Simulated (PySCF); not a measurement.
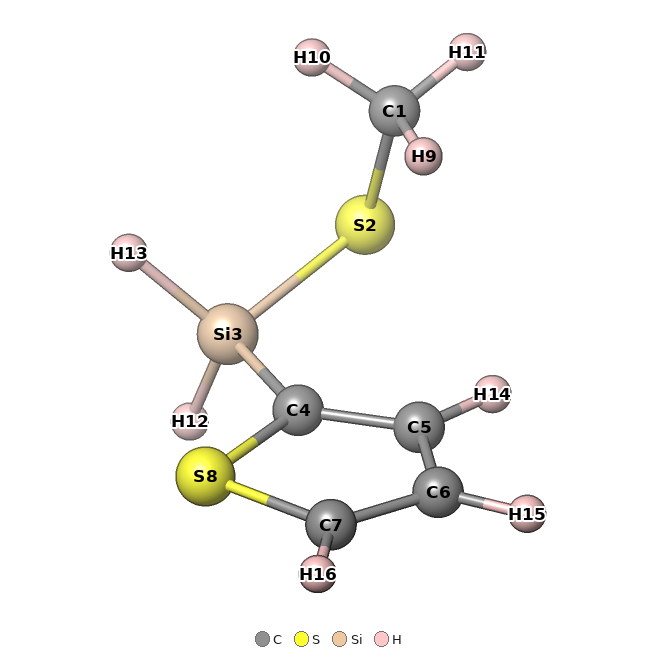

Distant atoms are faded towards the background colour. The geometry was computed by an optimisation with GFN2-xTB. No frequency run is at hand to confirm it as a minimum.

What is the conformation of the ring C4–C5–C6–C7–S8?

Answer. It is planar. The Cremer–Pople amplitude Q is 0.00 Å.

Give the torsion angles round the ring, beginning with the bond from its second to its third atom.

Answer. 0°, 0°, 0°, 0°, 0°.
